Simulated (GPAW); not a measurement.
# Cl/Rh(110): work function by functional and basis

How far do functional and basis move the work function of Cl/Rh(110)?

Main program and level: GPAW 26.7.0; GPAW, PAW setups; slab in vacuum, relaxation, in the first sound run; inputs show where later runs differ.

**1. The starting structure**

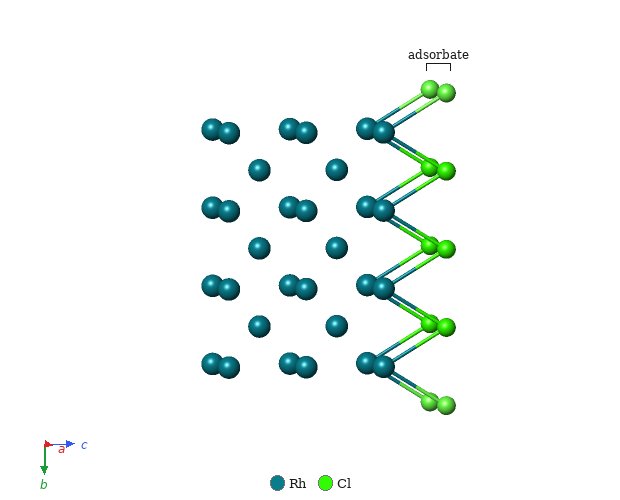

The cell as given, from the side, with the c axis across the page (rhodium blue, chlorine green). 1×3×1 cells are drawn. Some periodic images of atoms are drawn too.

The cell holds 6 atoms: 5 Rh and 1 Cl. Cell: a = 3.800 Å, b = 2.687 Å, c = 23.555 Å, α = 90.0°, β = 90.0°, γ = 90.0°. Vacuum lies along c.

**2. Relaxation**

The atoms are relaxed first, since the surface dipole, and with it the work function, follows the positions of the outer layers. The lowest 3 atoms are held at bulk positions and keep their forces.

Contents of run.py:

```python
import json
import numpy as np
from ase import Atoms
from ase.constraints import FixAtoms
from ase.optimize import BFGS
from gpaw import GPAW, PW

slab = Atoms(
    ['Rh', 'Rh', 'Rh', 'Rh', 'Rh', 'Cl'],
    positions=[
        [0.00000, 0.00000, 8.00000],
        [1.90000, 1.34350, 9.34350],
        [0.00000, 0.00000, 10.68701],
        [1.90000, 1.34350, 12.03051],
        [0.00000, 0.00000, 13.37401],
        [0.00000, 1.34350, 15.55549]],
    cell=[[3.8, 0.0, 0.0], [0.0, 2.68701, 0.0], [0.0, 0.0, 23.55549]],
    pbc=[True, True, False])

slab.calc = GPAW(mode=PW(400), xc='PBE', kpts={'size': (8, 12, 1), 'gamma': True},
                 occupations={'name': 'fermi-dirac', 'width': 0.1}, nbands='160%',
                 convergence={'density': 1e-05}, maxiter=200,
                 poissonsolver={'dipolelayer': 'xy'},
                 symmetry={'tolerance': 1e-3, 'extra_ids': [1, 1, 1, 0, 0, 0]}, txt='slab.txt')
result = {}
slab.set_constraint(FixAtoms([0, 1, 2]))
path = []
opt = BFGS(slab, maxstep=0.2)
opt.attach(lambda: path.append((slab.get_potential_energy(), slab.positions.tolist(), slab.get_forces().tolist())))
result['relaxed'] = bool(opt.run(fmax=0.03, steps=40))
result['path'] = path
energy = slab.get_potential_energy()
fermi = slab.calc.get_fermi_level()
v = slab.calc.get_electrostatic_potential().mean((0, 1)) - fermi
n = slab.calc.get_pseudo_density().mean((0, 1))
L = slab.cell[2, 2]
z = np.arange(len(v)) * L / len(v)
low, high = slab.positions[:, 2].min(), slab.positions[:, 2].max()
below, above = np.interp([low - 5.8, high + 5.8], z, v)
slopes = [np.interp(x, z, np.gradient(v, z)) for x in (low - 5.8, high + 5.8)]
eps = np.array([[slab.calc.get_eigenvalues(k, s) for k in range(len(slab.calc.get_ibz_k_points()))]
                for s in range(slab.calc.get_number_of_spins())]) - fermi
top, bottom = eps[eps < 0].max(), eps[eps > 0].min()
dipole = slab.get_dipole_moment()[2]
print(f'energy {energy:.4f} eV, Fermi level {fermi:.4f} eV, dipole {dipole:.5f} e A')
print(f'potential 5.8 A off the faces, from the Fermi level: lower {below:.4f} eV, upper {above:.4f} eV')
print(f'slope of the potential there: lower {slopes[0]:.5f}, upper {slopes[1]:.5f} eV/A')
print(f'nearest levels on the mesh: {top:.4f} and {bottom:.4f} eV')
print('magnetic moment', round(slab.get_magnetic_moment(), 3))
result.update(energy=energy, fermi=fermi, dipole=dipole, below=below, above=above, slopes=slopes, edges=[top, bottom],
              z=z.tolist(), v=v.tolist(), n=n.tolist(), positions=slab.positions.tolist(),
              forces=slab.get_forces(apply_constraint=False).tolist(), moments=slab.get_magnetic_moments().tolist())
json.dump(result, open('result.json', 'w'))
```

The run is started by

```bash
> OMP_NUM_THREADS=1 OPENBLAS_NUM_THREADS=1 python run.py
```

The program printed:

```text
Step          Energy          fmax
BFGS:    0      -36.202257        0.972579
BFGS:    1      -36.226532        0.912282
BFGS:    2      -36.280652        1.014670
BFGS:    3      -36.311525        0.303899
BFGS:    4      -36.315069        0.200252
BFGS:    5      -36.316908        0.247908
BFGS:    6      -36.319372        0.227326
BFGS:    7      -36.321729        0.144121
BFGS:    8      -36.322676        0.161798
BFGS:    9      -36.323400        0.144009
BFGS:   10      -36.324385        0.096537
BFGS:   11      -36.325360        0.089287
BFGS:   12      -36.325796        0.040307
BFGS:   13      -36.325880        0.004737
energy -36.1625 eV, Fermi level 0.5108 eV, dipole -0.04140 e A
potential 5.8 A off the faces, from the Fermi level: lower 4.7583 eV, upper 5.4872 eV
slope of the potential there: lower -0.00005, upper -0.00005 eV/A
nearest levels on the mesh: -0.0122 and 0.0007 eV
magnetic moment 0.0
```

Elapsed: 81 min, on 1 thread of Arm Neoverse V1, shared host; peak memory 0.38 GiB.

This run has no spin polarisation, although Rh can carry a moment.

Relaxation path:

```csv
step,energy less that of the first step (eV),largest force (eV/Å)
1,0.0000,0.9726
2,-0.0243,0.9123
3,-0.0777,1.0147
4,-0.1091,0.3039
5,-0.1127,0.2003
6,-0.1149,0.2479
7,-0.1182,0.2273
8,-0.1218,0.1441
9,-0.1233,0.1618
10,-0.1243,0.1440
11,-0.1254,0.0965
12,-0.1266,0.0893
13,-0.1270,0.0403
14,-0.1271,0.0047
```

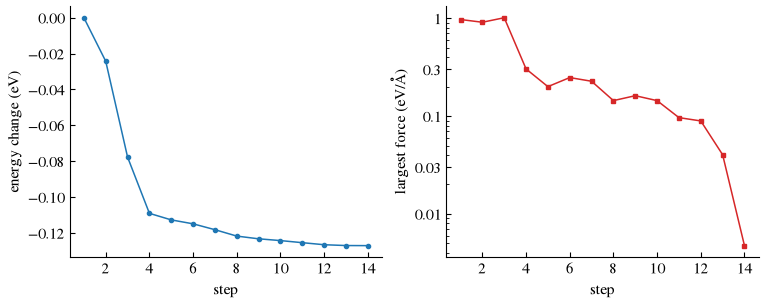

Energy and largest force along the relaxation.

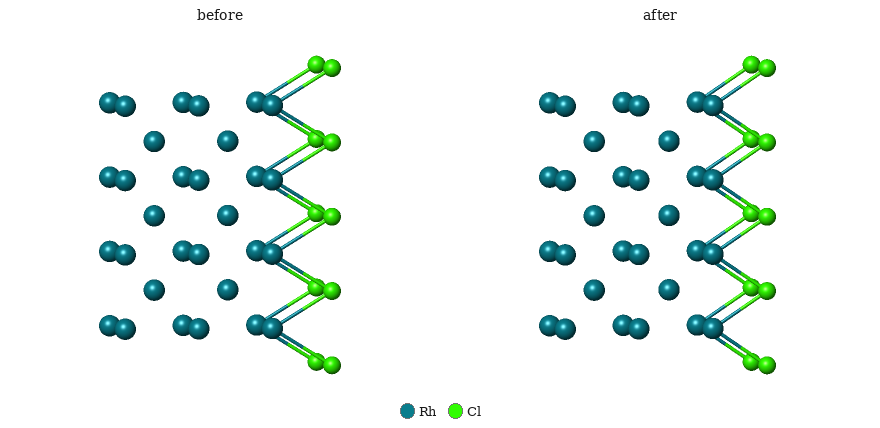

The structure before and after the relaxation, drawn at the same scale.

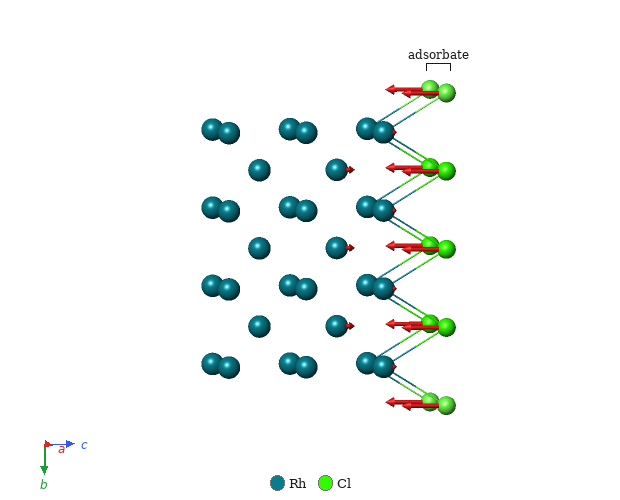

Displacements in the relaxation, exaggerated; the longest in the cell stands for 0.18 Å. 1×3×1 cells are drawn. Some periodic images of atoms are drawn too.

The atoms that moved most (Å):

```csv
atom,dx,dy,dz,length
Cl6,0.000,0.000,-0.181,0.181
Rh4,0.000,0.000,0.044,0.044
Rh5,0.000,0.000,0.020,0.020
```

The relaxed structure:

```xyz
6
Lattice="3.8000 0.0000 0.0000 0.0000 2.6870 0.0000 0.0000 0.0000 23.5555" Properties=species:S:1:pos:R:3
Rh    0.0000    0.0000    8.0000
Rh    1.9000    1.3435    9.3435
Rh    0.0000    0.0000   10.6870
Rh    1.9000    1.3435   12.0743
Rh    0.0000    0.0000   13.3937
Cl    0.0000    1.3435   15.3743
```

This step gave:

- dipole along the normal: -0.04140 e·Å
- levels nearest the Fermi level on the mesh: -0.01219, 7.45e-4 eV from the Fermi level
- upper work function: 5.487 eV
- lower work function: 4.758 eV

The electrostatic potential energy of an electron (without an applied field's), less the Fermi level, planar mean oscillates, so the rows of the table below give means over windows of 1.37 Å about each position, cut where the curve ends. Its maxima inside the range that stand out by 2 % of the span (Å: eV): 8.6: -7.83, 10.0: -8.26, 11.4: -7.45, 12.7: -8.52, 14.5: 1.02. Its minima: 8.0: -14.5, 9.4: -15.5, 10.7: -15.4, 12.1: -15.5, 13.4: -14.9, 15.4: -14.7.

The electrostatic potential energy of an electron (without an applied field's), less the Fermi level, planar mean by z; means over each step:

```csv
z (Å),"electrostatic potential energy of an electron (without an applied field's), less the Fermi level, planar mean (eV)"
0.69,4.81
2.06,4.76
3.43,4.76
4.79,4.74
6.17,4.25
7.54,-6.26
8.91,-11.5
10.28,-11.8
11.65,-11.4
13.02,-11.6
14.39,-2.58
15.76,-5.15
17.12,5.25
18.50,5.48
19.86,5.49
21.23,5.49
22.61,5.48
```

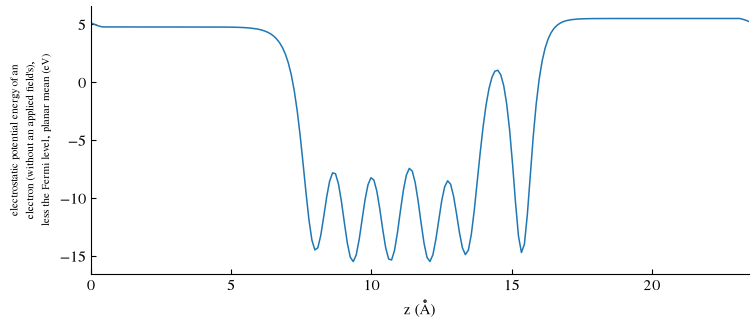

Electrostatic potential energy of an electron (without an applied field's), less the Fermi level, planar mean against z.

The pseudo valence density, planar mean oscillates, so the rows of the table below give means over windows of 1 Å about each position, cut where the curve ends. Its maxima inside the range that stand out by 2 % of the span (Å: e/Å³): 8.0: 1.64, 9.3: 1.62, 10.7: 1.67, 12.0: 1.62, 13.5: 1.61, 15.1: 0.460. Its minima: 8.6: 0.625, 10.1: 0.634, 11.4: 0.579, 12.8: 0.662, 14.3: 0.230.

Table of pseudo valence density, planar mean by z; means over each step:

```csv
z (Å),"pseudo valence density, planar mean (e/Å³)"
4,6.8e-5
5,7.9e-4
6,0.0100
7,0.178
8,1.16
9,1.09
10,0.942
11,1.10
12,1.21
13,1.06
14,0.595
15,0.388
16,0.273
17,0.0185
18,5.8e-4
19,2.1e-5
```

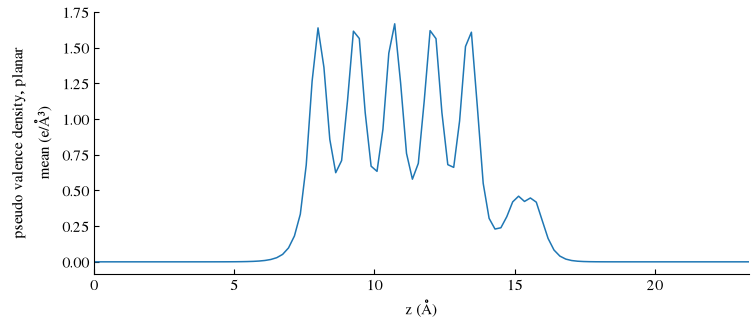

Pseudo valence density, planar mean against z.

The relaxation lowered the energy of the cell by 0.127 eV (energies extrapolated to zero smearing; the optimiser's log prints free energies). The largest force left on a free atom is 0.0047 eV/Å.

**3. Plane waves, PBE**

With the geometry fixed, the planar mean of the potential gives the vacuum level on each side.

This step: GPAW, PAW setups; slab in vacuum (GPAW 26.7.0).

run.py: that of step 2 with these lines changed.

```diff
@@ -3,4 +3,2 @@
 from ase import Atoms
-from ase.constraints import FixAtoms
-from ase.optimize import BFGS
 from gpaw import GPAW, PW
@@ -13,5 +11,5 @@
         [0.00000, 0.00000, 10.68701],
-        [1.90000, 1.34350, 12.03051],
-        [0.00000, 0.00000, 13.37401],
-        [0.00000, 1.34350, 15.55549]],
+        [1.90000, 1.34350, 12.07427],
+        [-0.00000, 0.00000, 13.39365],
+        [-0.00000, 1.34350, 15.37427]],
     cell=[[3.8, 0.0, 0.0], [0.0, 2.68701, 0.0], [0.0, 0.0, 23.55549]],
@@ -23,10 +21,4 @@
                  poissonsolver={'dipolelayer': 'xy'},
-                 symmetry={'tolerance': 1e-3, 'extra_ids': [1, 1, 1, 0, 0, 0]}, txt='slab.txt')
+                 symmetry={'tolerance': 1e-3}, txt='slab.txt')
 result = {}
-slab.set_constraint(FixAtoms([0, 1, 2]))
-path = []
-opt = BFGS(slab, maxstep=0.2)
-opt.attach(lambda: path.append((slab.get_potential_energy(), slab.positions.tolist(), slab.get_forces().tolist())))
-result['relaxed'] = bool(opt.run(fmax=0.03, steps=40))
-result['path'] = path
 energy = slab.get_potential_energy()
```

The program printed:

```text
energy -36.1625 eV, Fermi level 0.5108 eV, dipole -0.04114 e A
potential 5.8 A off the faces, from the Fermi level: lower 4.7584 eV, upper 5.4874 eV
slope of the potential there: lower -0.00009, upper -0.00000 eV/A
nearest levels on the mesh: -0.0122 and 0.0007 eV
magnetic moment 0.0
```

Run time: 7.1 min. Hardware: 1 thread; peak memory 0.38 GiB.

This step gave:

```
dipole along the normal : -0.04114 e·Å
```

The electrostatic potential energy of an electron (without an applied field's), less the Fermi level, planar mean oscillates, so the rows of the table below give means over windows of 1.37 Å about each position, cut where the curve ends. Its maxima inside the range that stand out by 2 % of the span (Å: eV): 8.6: -7.83, 10.0: -8.26, 11.4: -7.45, 12.7: -8.52, 14.5: 1.02. Its minima: 8.0: -14.5, 9.4: -15.5, 10.7: -15.4, 12.1: -15.5, 13.4: -14.9, 15.4: -14.7.

Electrostatic potential energy of an electron (without an applied field's), less the Fermi level, planar mean against z; means over each step:

```csv
z (Å),"electrostatic potential energy of an electron (without an applied field's), less the Fermi level, planar mean (eV)"
0.69,4.81
2.06,4.76
3.43,4.76
4.79,4.74
6.17,4.24
7.54,-6.26
8.91,-11.5
10.28,-11.8
11.65,-11.4
13.02,-11.6
14.39,-2.58
15.76,-5.15
17.12,5.25
18.50,5.48
19.86,5.49
21.23,5.49
22.61,5.48
```

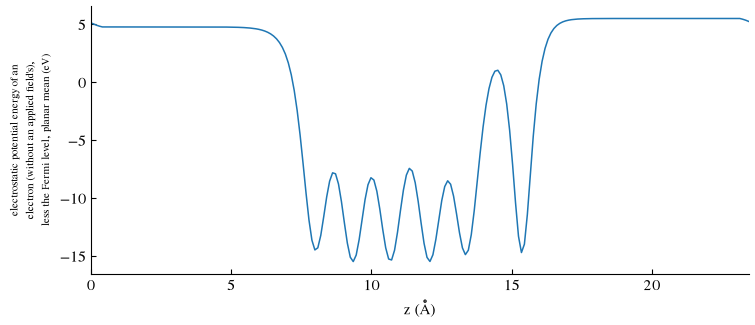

Electrostatic potential energy of an electron (without an applied field's), less the Fermi level, planar mean, plotted against z.

The pseudo valence density, planar mean oscillates, so the rows of the table below give means over windows of 2.5 Å about each position, cut where the curve ends. Its maxima inside the range that stand out by 2 % of the span (Å: e/Å³): 8.0: 1.64, 9.3: 1.62, 10.7: 1.67, 12.0: 1.62, 13.5: 1.61, 15.1: 0.460. Its minima: 8.6: 0.625, 10.1: 0.634, 11.4: 0.579, 12.8: 0.662, 14.3: 0.230.

Pseudo valence density, planar mean against z; means over each step:

```csv
z (Å),"pseudo valence density, planar mean (e/Å³)"
2.5,4.7e-6
5.0,0.00232
7.5,0.608
10.0,1.12
12.5,1.09
15.0,0.374
17.5,0.0176
20.0,4.2e-6
```

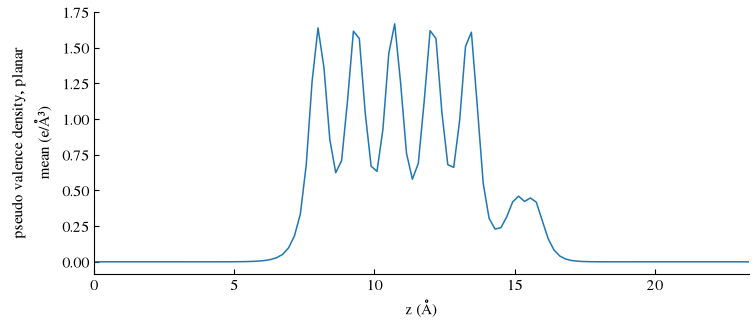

Pseudo valence density, planar mean against z.

Force by atom:

```csv
atom,x (eV/Å),y (eV/Å),z (eV/Å),size
Rh1,0.000,0.000,0.642,0.642
Rh2,0.000,0.000,-0.834,0.834
Rh3,0.000,0.000,0.187,0.187
Rh4,0.000,0.000,0.004,0.004
Rh5,0.000,0.000,0.004,0.004
Cl6,0.000,0.000,-0.003,0.003
```

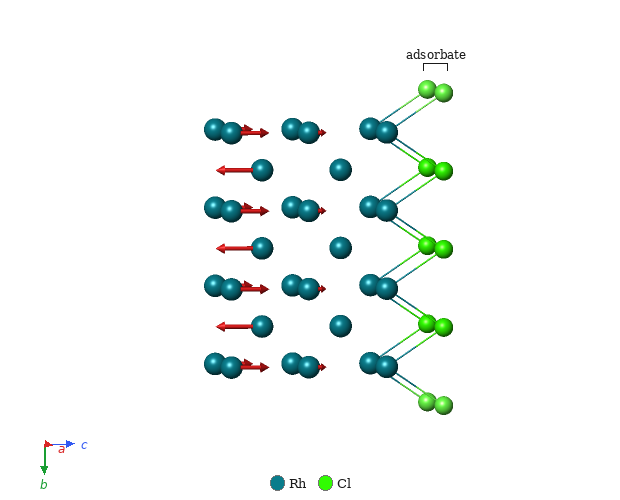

Force as arrows, the longest 0.834 eV/Å. 1×3×1 cells are drawn. Some periodic images of atoms are drawn too.

The potential is flat to 8.8e-5 eV/Å where it is read, so the vacuum is wide enough.

**4. OptPBE vdW: xc = "optPBE-vdW"**

The same geometry under optPBE-vdW, to see how far the functional moves the levels against the vacuum (the van der Waals functionals take revPBE setups).

run.py: that of step 3 with these lines changed.

```diff
@@ -17,3 +17,3 @@
 
-slab.calc = GPAW(mode=PW(400), xc='PBE', kpts={'size': (8, 12, 1), 'gamma': True},
+slab.calc = GPAW(mode=PW(400), xc='optPBE-vdW', kpts={'size': (8, 12, 1), 'gamma': True},
                  occupations={'name': 'fermi-dirac', 'width': 0.1}, nbands='160%',
```

The program printed:

```text
energy -112.9289 eV, Fermi level 0.3556 eV, dipole -0.04365 e A
potential 5.8 A off the faces, from the Fermi level: lower 4.9653 eV, upper 5.7389 eV
slope of the potential there: lower -0.00012, upper 0.00000 eV/A
nearest levels on the mesh: -0.0030 and 0.0084 eV
magnetic moment 0.0
```

It took 7.1 min on 1 thread; peak memory 0.52 GiB.

This step gave:

```
dipole along the normal                    : -0.04365 e·Å
levels nearest the Fermi level on the mesh : -0.002998, 0.008398 eV from the Fermi level
upper work function                        : 5.739 eV
lower work function                        : 4.965 eV
```

The electrostatic potential energy of an electron (without an applied field's), less the Fermi level, planar mean oscillates, so the rows of the table below give means over windows of 1.37 Å about each position, cut where the curve ends. Its maxima inside the range that stand out by 2 % of the span (Å: eV): 8.6: -7.81, 10.0: -8.23, 11.4: -7.43, 12.7: -8.49, 14.5: 1.05. Its minima: 8.0: -14.4, 9.4: -15.4, 10.7: -15.3, 12.1: -15.4, 13.4: -14.8, 15.4: -14.6.

Table of electrostatic potential energy of an electron (without an applied field's), less the Fermi level, planar mean by z; means over each step:

```csv
z (Å),"electrostatic potential energy of an electron (without an applied field's), less the Fermi level, planar mean (eV)"
0.69,5.02
2.06,4.97
3.43,4.96
4.79,4.94
6.17,4.39
7.54,-6.20
8.91,-11.5
10.28,-11.8
11.65,-11.3
13.02,-11.6
14.39,-2.54
15.76,-5.00
17.12,5.48
18.50,5.74
19.86,5.74
21.23,5.74
22.61,5.73
```

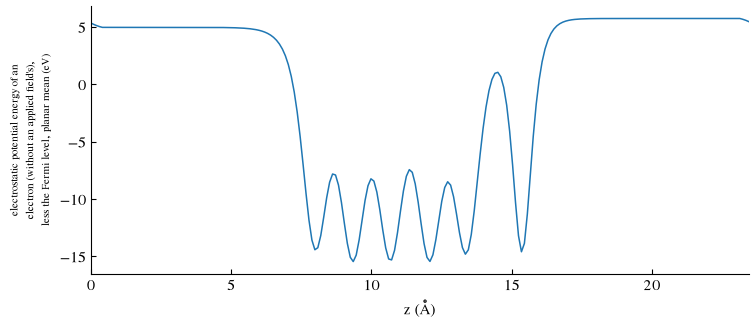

Electrostatic potential energy of an electron (without an applied field's), less the Fermi level, planar mean against z.

The pseudo valence density, planar mean oscillates, so the rows of the table below give means over windows of 2 Å about each position, cut where the curve ends. Its maxima inside the range that stand out by 2 % of the span (Å: e/Å³): 8.0: 1.64, 9.3: 1.62, 10.7: 1.67, 12.0: 1.62, 13.5: 1.61, 15.1: 0.461. Its minima: 8.6: 0.623, 10.1: 0.633, 11.4: 0.578, 12.8: 0.660, 14.3: 0.227.

Pseudo valence density, planar mean against z; means over each step:

```csv
z (Å),"pseudo valence density, planar mean (e/Å³)"
2,0
4,1.7e-4
6,0.0220
8,0.845
10,1.19
12,0.987
14,0.720
16,0.254
18,0.00176
20,3.3e-6
```

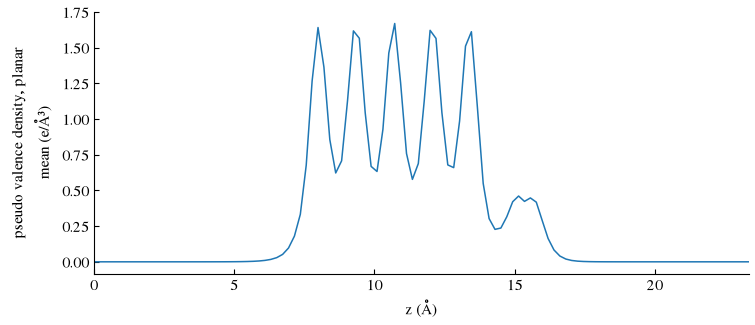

Pseudo valence density, planar mean, plotted against z.

Force by atom:

```csv
atom,x (eV/Å),y (eV/Å),z (eV/Å),size
Rh1,0.000,0.000,0.062,0.062
Rh2,0.000,0.000,-0.961,0.961
Rh3,0.000,0.000,0.210,0.210
Rh4,0.000,0.000,0.164,0.164
Rh5,0.000,0.000,0.137,0.137
Cl6,0.000,0.000,0.388,0.388
```

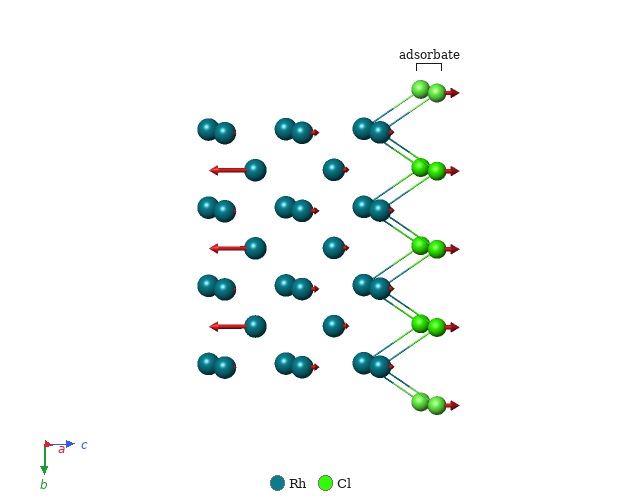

Force as arrows, the longest 0.961 eV/Å. 1×3×1 cells are drawn. Some periodic images of atoms are drawn too.

The upper face's work function is 5.739 eV, against 5.487 eV in the first plane-wave PBE run at this geometry.

[end of part 1 of 2]

[Logs are printed without paths, hosts, clocks, repeated set-up lines and the standing remarks that a program may print on its own settings, such as how far it seeks lower states.]

[Hosts, paths, dates, database ids (printed as entryN), source tags and the programs' standing remarks are cut or masked in the printed files.]
